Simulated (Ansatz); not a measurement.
# VP2Rh, from a guessed structure to a relaxed one, part 2 of 2

Starting from a made-up structure for VP2Rh, the aim is the relaxed cell, its shortest contacts and, where a second run follows, its electronic structure.

Ansatz 0.2.0; DFT, PBEsol, plane-wave PAW, files of the set soft_1, scalar-relativistic, ferromagnetic start, cell and ions relaxed at zero pressure; PAW set soft_1 (the session's first sound run).

So far: The starting structure; Relaxing cell and atoms. The relaxed cell has a = 3.317, c = 5.717 Å (conventional setting).

## (3) Electronic structure of the relaxed cell

With the geometry fixed, one more self-consistent run, with a narrower smearing and the mesh shown in its input, gives the bands, and its pressure, and its forces where symmetry allows any, show how far the geometry depends on these settings.

This step: DFT, PBEsol, plane-wave PAW, files of the set soft_1, scalar-relativistic, no spin, bands and density of states at the relaxed cell; PAW set soft_1 (Ansatz 0.2.0).

File input.yaml:

```yaml
crystal:
  lattice:
    - [3.3170779606, 0.0, 0.0]
    - [-1.6585389803, 2.8726737802, 0.0]
    - [0.0, 0.0, 5.7168253702]
  atoms:
    - { symbol: Rh, position: [0.0, 0.0, 0.5] }
    - { symbol: V, position: [0.0, 0.0, 0.0] }
    - { symbol: P, position: [0.3333333333, 0.6666666667, 0.7475235131] }
    - { symbol: P, position: [0.6666666667, 0.3333333333, 0.2524764869] }
kpoints:
  mp_grid: { grid: [10, 10, 6] }
  band_path:
    path:
      - [[0.0, 0.0, 0.0], [0.5, 0.0, 0.0], [0.33333333, 0.33333333, 0.0], [0.0, 0.0, 0.0], [0.0, 0.0, 0.5], [0.5, 0.0, 0.5], [0.33333333, 0.33333333, 0.5], [0.0, 0.0, 0.5]]
      - [[0.5, 0.0, 0.5], [0.5, 0.0, 0.0]]
      - [[0.33333333, 0.33333333, 0.0], [0.33333333, 0.33333333, 0.5]]
    npoints: 8
scf:
  occupations: { method: fermi_dirac, width: 0.03 }
  n_extra_bands: 8
hamiltonian:
  xc: pbesol
  pseudopotentials: { kind: paw, azcp: { folder: soft_1 }, xc_functional: pbe }
output:
  forces: true
  stress: true
  write_bands: true
  dos: { projected: true }
  write_density: true
  write_potential: true
  elf: true
  volumetric_format: npy
```

Launch:

```
> ansatz run input.yaml --threads 4 --pin off --max-ram 8192MiB --backend cpu --events-out ev --progress --plain --runs-dir out
```

Numbers of over 12 decimals in the logs are rounded to 6 here.

Output:

```text
[...]
Crystal: 4 atoms, lattice volume = 54.475 Å³
Basis set: ecut = 420 eV, 1075 PW (Γ), exchange–correlation on 48×48×80 points (8 copies of the dense FFT grid, shifted against one another)
Bands: 28, of which v1, the nominal top of the filled ones, is band 20 counted from 1 (19 counted from 0)
Symmetry: 12 space group operations
[...]
k-points: 72 of 600
[...]
SCF iter   1: F=—  HF=-10723.193715 eV  |F-HF|=—  |Δ(HF+E_count)|=         —  Δρ=4.86e-1  dr2=3.26e2  ethr=3.10e-3  ⟨swp⟩=6.1  Hψ=9177  notcnv=0
[...]
SCF iter  10: F=-10707.108794 eV  HF=-10707.108794 eV  |F-HF|=6.60e-9  |Δ(HF+E_count)|=   2.24e-8  Δρ=3.71e-6  dr2=8.92e-9  ethr=2.50e-10  ⟨swp⟩=15.4  Hψ=12932  notcnv=0
SCF 1 converged in 10 iterations: F = -10707.108794 eV  dr2 = 8.92e-9
[...]
NSCF: frozen V_eff on 75 k-points
SCF converged after 10 iterations
Free energy (F): -10707.108794 eV
[...]
Internal energy: -10707.103137 eV  (E = F + TS)
E sigma→0 (E₀):  -10707.105965 eV
Entropy (-TS):   -0.005657 eV (-1.414 meV/atom)
Fermi energy:    15.658220 eV
[...]
--- Forces (eV/Å), atoms counted from 1 ---
  atom   1  Rh     0.00000000    -0.00000000     0.00000000
  atom   2  V     -0.00000000     0.00000000     0.00000000
  atom   3  P      0.00000000     0.00000000    -0.00141067
  atom   4  P     -0.00000000    -0.00000000     0.00141067
  max |Σ_I F_I| component: 1.85e-17 eV/Å
--- Stress (GPa, compression-positive) ---
       -0.018102       0.000000      -0.000000
       -0.000000      -0.018102       0.000000
       -0.000000       0.000000       0.046148
  P = ⅓ Tr σ = 0.0033 GPa (0.033 kbar)
--- Band table (eV; the first three rows and the last of 72) ---
  k-point 0: bands = [... 16 lower, 14.1911, 14.1911, 16.0531, 16.0679, 16.0679, 16.6698, 16.6698, 17.4636, ... 4 higher]
  k-point 1: bands = [... 16 lower, 13.9318, 13.9318, 15.7494, 15.8589, 15.8589, 17.1580, 17.2194, 17.2194, ... 4 higher]
  k-point 2: bands = [... 16 lower, 13.4811, 13.4811, 15.1785, 15.6388, 15.6388, 16.6129, 18.2203, 18.2203, ... 4 higher]
  k-point 71: bands = [... 16 lower, 13.6292, 13.7177, 14.1621, 15.6448, 16.4089, 16.5183, 17.0512, 17.2861, ... 4 higher]
```

Wall time 3 s (4 threads of Arm Neoverse V1, shared host); peak memory 0.42 GiB; 11 s of CPU time.

Numbers from this step:

* free energy: -10707.1088 eV
* energy at zero smearing: -10707.1060 eV
* smearing term TS: 0.005657 eV
* pressure: 0.003315 GPa

bands.tsv at the labelled points (eV, zero at the Fermi level; the bands that come nearest the Fermi level along the path):

```
point  band 17  band 18  band 19  band 20  band 21  band 22  band 23  band 24
    Γ    -1.47    -1.47     0.39     0.41     0.41     1.01     1.01     1.81
    M    -1.62    -1.47    -1.46    -0.74    -0.55     1.15     1.59     2.86
    K    -1.82    -1.28    -1.28    -0.45    -0.45     1.01     2.18     2.18
    Γ    -1.47    -1.47     0.39     0.41     0.41     1.01     1.01     1.81
    A    -2.40    -2.40    -0.74    -0.11    -0.11     0.69     3.54     3.54
    L    -2.83    -1.60    -1.17    -0.90     1.11     1.54     1.96     2.61
    H    -1.91    -1.91    -1.71     0.43     0.43     0.81     1.48     1.48
    A    -2.40    -2.40    -0.74    -0.11    -0.11     0.69     3.54     3.54
    L    -2.83    -1.60    -1.17    -0.90     1.11     1.54     1.96     2.61
    M    -1.62    -1.47    -1.46    -0.74    -0.55     1.15     1.59     2.86
    K    -1.82    -1.28    -1.28    -0.45    -0.45     1.01     2.18     2.18
    H    -1.91    -1.91    -1.71     0.43     0.43     0.81     1.48     1.48
```

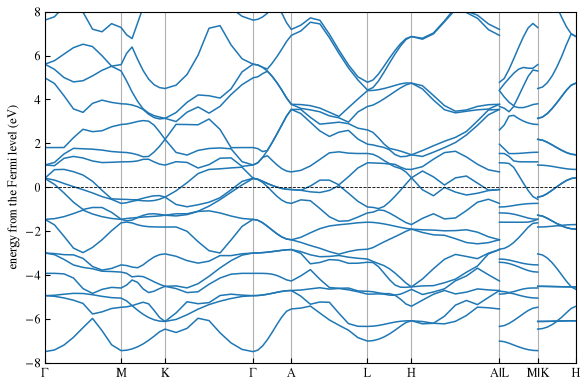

Bands along the path. 10 bands lie wholly below the window drawn.

Counts of states for the cell as run, both spins, by energy window (eV from the Fermi level):

```
from  to  total
  -8  -7   0.17
  -7  -6   2.23
  -6  -5   2.38
  -5  -4   3.83
  -4  -3   3.36
  -3  -2   1.81
  -2  -1   3.79
  -1   0   2.49
   0   1   2.02
   1   2   3.73
   2   3   2.08
   3   4   2.69
```

A further 20.0 states lie below the table's range.

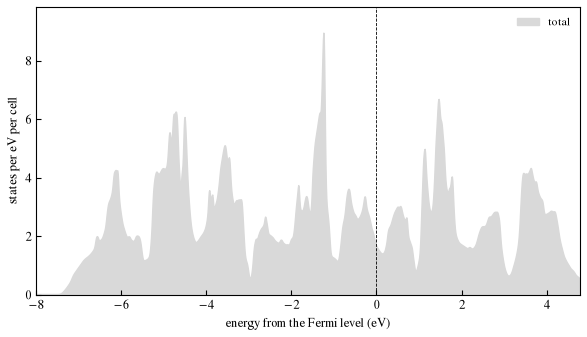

Total density of states, smoothed over about 0.04 eV.

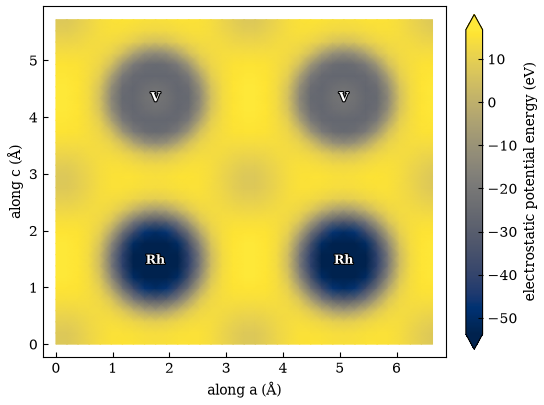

Electrostatic potential energy in the ac plane at fractional y = 0.000, with atoms of Rh and V within 0.2 Å of it. With pseudopotentials it is smooth inside the atoms' cores, unlike the true potential. The map starts off the cell's origin, so that atoms lie inside it.

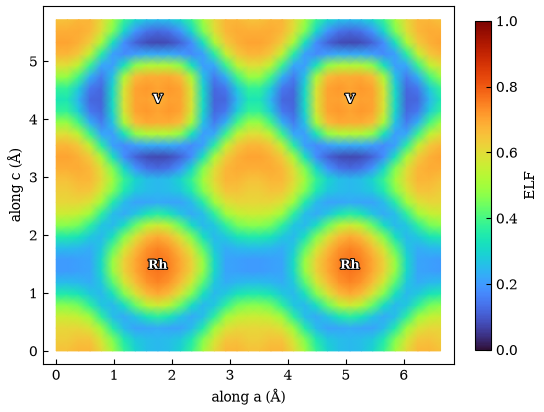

ELF in the ac plane at fractional y = 0.000, with atoms of Rh and V within 0.2 Å of it. It is the smooth field of the valence electrons, not physical close to the nuclei. The map starts off the cell's origin, so that atoms lie inside it.

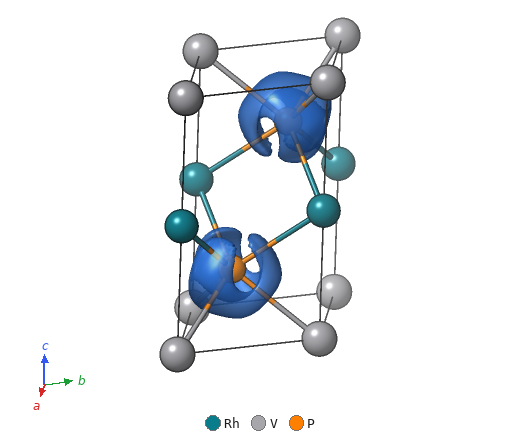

Surface of ELF = 0.73. Bonds to atoms that aren't drawn are left out.

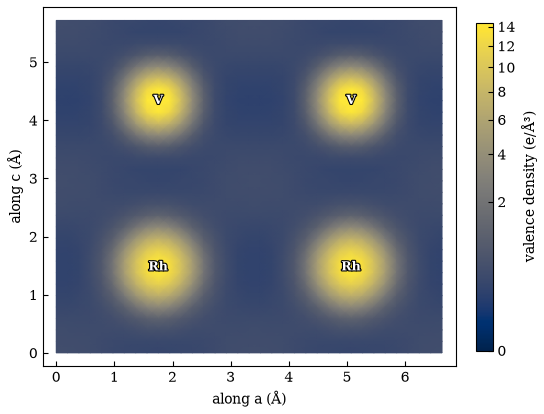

Valence density in the ac plane at fractional y = 0.000, with atoms of Rh and V within 0.2 Å of it. It is the smooth field of the valence electrons, not physical close to the nuclei. The map starts off the cell's origin, so that atoms lie inside it. The colour scale is stretched toward low values.

## (4) Results

| Quantity | Value |
| --- | --- |
| space group, relaxed | P-3m1 |
| conventional cell | a = 3.317, b = 3.317, c = 5.717 Å; α = 90.0°, β = 90.0°, γ = 120.0° |
| volume per atom | 13.62 Å³ (guess 15.39) |
| total moment | 0.00 μB in the cell of 4 atoms |

In words: VP2Rh relaxes to P-3m1 with a = 3.317, b = 3.317 and c = 5.717 Å. The guessed volume was 13 % too large. The space group P-3m1 was held in the relaxation, so the end point is a stationary structure within it and may be a saddle against distortions or other arrangements. The moments died out from this one start and weren't seeded again at the relaxed cell. Bands cross the Fermi level, so it is a metal or semimetal at this level. On the 10×10×6 mesh with the narrower smearing (relaxed on 9×9×5) the largest force component is 0.001 eV/Å and the largest stress component is 0.046 GPa, within the relaxation's thresholds of 0.015 eV/Å and 0.05 GPa. The cutoff wasn't tested. No dispersion term is used, so weakly bound directions may come out too long. Nothing here tests whether the compound is stable against decomposition.

[Logs are printed without paths, hosts, clocks, repeated set-up lines and the standing remarks that a program may print on its own settings, such as how far it seeks lower states.]

[Hosts, paths, dates, database ids (printed as entryN), source tags and the programs' standing remarks are cut or masked in the printed files.]
